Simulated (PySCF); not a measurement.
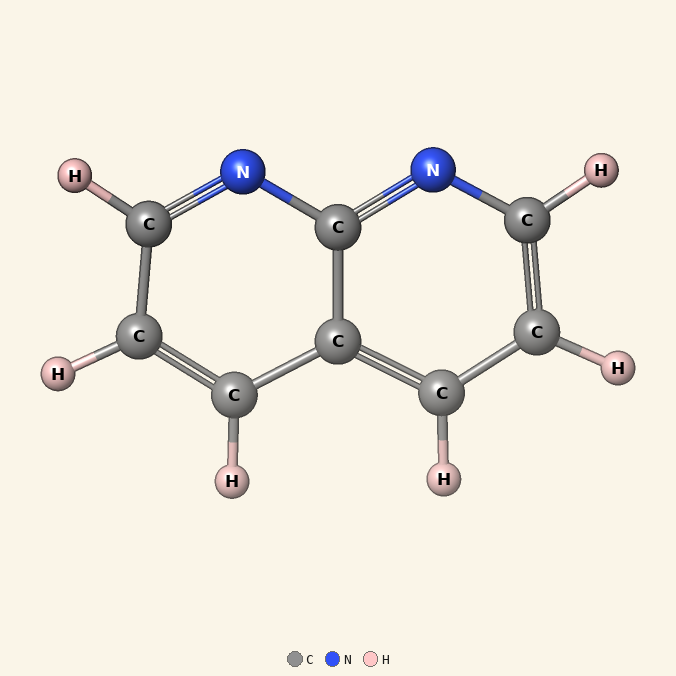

Orthographic view. Atoms fade into the background with distance from the viewer. The geometry was computed by an optimisation with GFN2-xTB. No frequency run is at hand to confirm it as a minimum.

### Write the InChI string.

InChI=1S/C8H6N2/c1-3-7-4-2-6-10-8(7)9-5-1/h1-6H
